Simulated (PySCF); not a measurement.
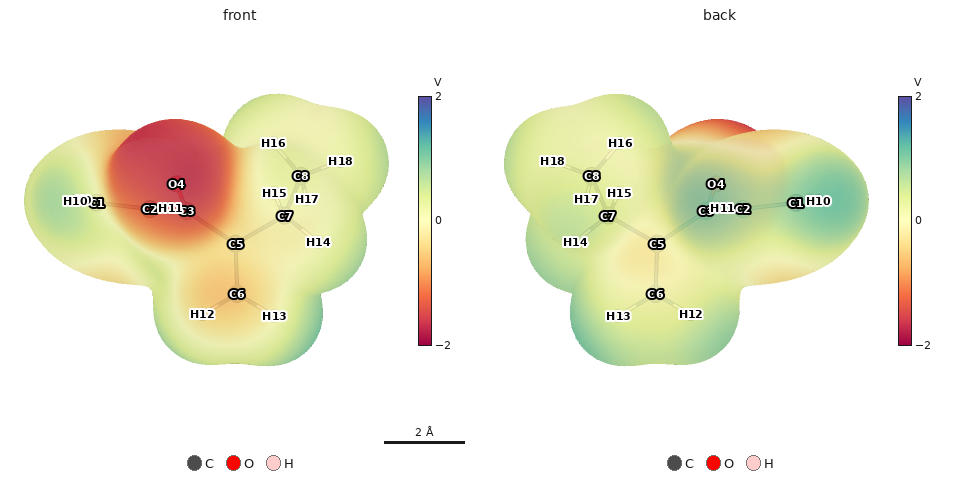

C7H10O (SMILES C=CC(=O)C(=C)CC). The molecular electrostatic potential painted on the density surface at 0.002 e/bohr³, seen from the front and from behind; the colour scale runs from red (negative) to blue (positive).

Geometry: GFN2-xTB, MD frame at 250 fs, 200 K.

Level of theory: PBE0/pcSseg-1, SCF density, gas phase, non-relativistic (PySCF 2.14.0).

Input file:

```
{"job": {"kind": "nmr", "xc": "PBE0", "basis": "pcSseg-1", "pop": false}, "charge": 0, "multiplicity": 1}
C      2.627200    -0.034400     1.732600
C      1.354200    -0.256300     1.344900
C      0.853400     0.083500    -0.048100
O      1.305100     1.070500    -0.626500
C     -0.242500    -0.767800    -0.575000
C     -0.256100    -2.114400    -0.581500
C     -1.362100     0.017900    -1.160400
C     -2.242100     0.562100     0.022800
H      3.255600     0.379600     0.984300
H      2.855400    -0.283400     2.753600
H      0.556000    -0.573300     2.048600
H      0.533700    -2.697100    -0.132700
H     -1.077900    -2.676100    -1.020900
H     -2.014700    -0.565400    -1.801800
H     -0.902000     0.875000    -1.705000
H     -1.726600     1.310500     0.631100
H     -2.579500    -0.312500     0.628200
H     -3.170500     0.934900    -0.330500
```

Command:

```sh
OMP_NUM_THREADS=1 python probes_run.py task.json out
```

> Describe the electrostatic potential map.

The most negative region (about −1.7 V) lies over O4, the most positive (about +1.1 V) over H10 and H13. O4 is the likeliest acceptor of a hydrogen bond.

> How polar is the molecule by this calculation?

Its dipole moment is 2.73 D.
